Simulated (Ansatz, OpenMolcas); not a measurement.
How basis sets differ on SiCl4 (silicon tetrachloride)

The species is SiCl4 (5 atoms), meant as a singlet with charge 0. As SMILES, `Cl[Si](Cl)(Cl)Cl`. The coordinates come from a PBE0-D4/def2-TZVP relaxation.

Each level gives the vertical ionisation energy (to the doublet cation) (eV). The values are calculated.

| level | kind | program | value (eV) |
| --- | --- | --- | --- |
| HF/STO-3G | Hartree–Fock | OpenMolcas | 11.16 |
| HF/3-21G | Hartree–Fock | Ansatz | 12.46 |
| HF/cc-pVDZ | Hartree–Fock | Ansatz | 11.72 |
| HF/aug-cc-pVDZ | Hartree–Fock | Ansatz | 11.62 |

The values span 11.16 to 12.46 eV.

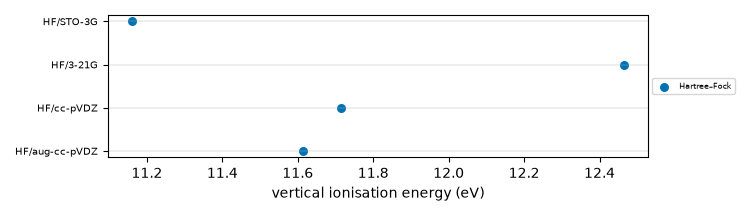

The values of the table, level by level.
